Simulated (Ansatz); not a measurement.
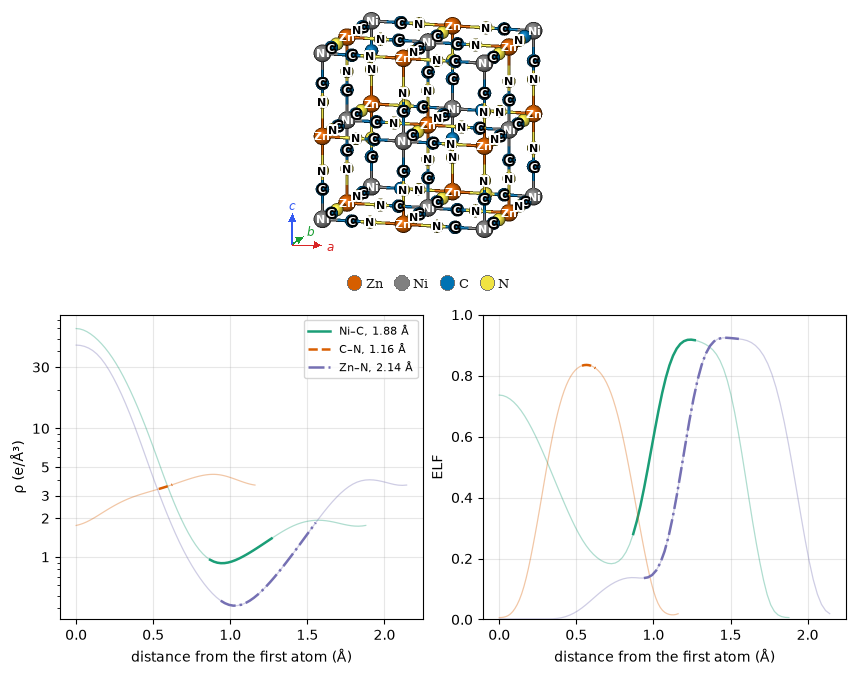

*ZnNiC$_{6}$N$_{6}$. Valence pseudo-density and ELF along straight lines between neighbouring atoms. Thin, pale parts lie inside the atomic spheres. The structure is drawn too.*

Space group Fm-3m; a structure generated by program, which may or may not match a known phase; computed without spin polarisation.

The calculation used DFT PBE, scalar-relativistic, plane waves, PAW (Ansatz 0.2.0).

In a PAW calculation such maps are meaningful between the atoms, not at the nuclei.

> What can be read from the curves?

Ni–C (1.88 Å): ρ at the midpoint is about 0.89 e/Å³; the ELF peaks at about 0.90 in the valence shell of C, 0.6 Å from its nucleus, and is about 0.45 at the midpoint.
C–N (1.16 Å): ρ at the midpoint is about 3.5 e/Å³; the ELF peaks at about 0.85 between the atoms (inside overlapping PAW spheres, so only a guide); a short, multiple covalent bond.
Zn–N (2.14 Å): ρ at the midpoint is about 0.42 e/Å³; the ELF peaks at about 0.90 in the valence shell of N, 0.7 Å from its nucleus, and is about 0.20 at the midpoint (no localised pair shows between them).
